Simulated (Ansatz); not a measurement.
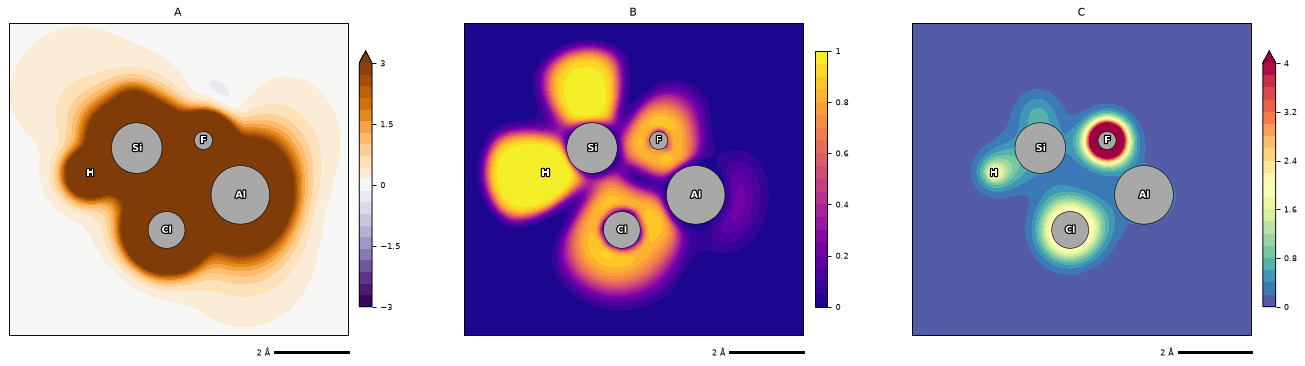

AlClFH$_{5}$Si: 3 fields on the plane of atoms F2, Al1 and Cl6, with unlabelled colour scales. Grey discs cover the atomic cores.

A transition-state structure; geometry: PBE0-D4/def2-TZVP.

The calculation used RKS PBE0-D4/def2-TZVPP in Ansatz.

| atom | x (Å) | y (Å) | z (Å) |
| --- | --- | --- | --- |
| Al | -1.5450 | -0.2621 | -0.7726 |
| F | -0.2369 | 0.9207 | -0.3516 |
| H | -1.3810 | -0.7011 | -2.2767 |
| H | -2.8852 | 0.1700 | -0.0673 |
| Si | 1.2325 | 0.2787 | 0.6089 |
| Cl | -0.3126 | -1.5800 | 0.5831 |
| H | 2.0356 | 0.0719 | -0.6096 |
| H | 1.8281 | -0.5408 | 1.6969 |
| H | 1.2645 | 1.6425 | 1.1889 |

Question: The panels show electron density, electron localisation function and electrostatic potential in some order. Assign them.

Answer: Panel A: electrostatic potential (strongly positive close to the atoms and fading to about zero outside). Panel B: electron localisation function. Panel C: electron density. From the grid: Al–F (1.81 Å): the density is about 0.58 e/Å³ at the midpoint; the ELF peaks at about 0.85 in the valence shell of F, 0.6 Å from its nucleus, and is about 0.35 at the midpoint. Si–F (1.87 Å): ρ is about 0.6 e/Å³ halfway; the ELF peaks at about 0.85 in the valence shell of F, 0.5 Å from its nucleus, and is about 0.50 at the midpoint.
